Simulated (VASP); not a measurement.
Band structure of PtAl$_{2}$ (space group Fm-3m). Computed with PBE GGA, VASP's PBE PAW potentials (set 64) (plane waves; VASP 6.6.1).

Unless said otherwise, spin-orbit coupling is left out, though it shifts the bands of the heavy elements here.

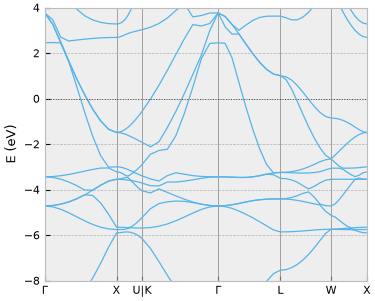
Figure. Bands along high-symmetry lines, zero at the valence-band maximum or, without a gap, the Fermi level

Read the plot: is there a gap, and where are the band edges?

It has no gap at this level: it comes out as a metal or semimetal.

The structure is a typed PtAl2 crystal. The cell was not relaxed at this level.
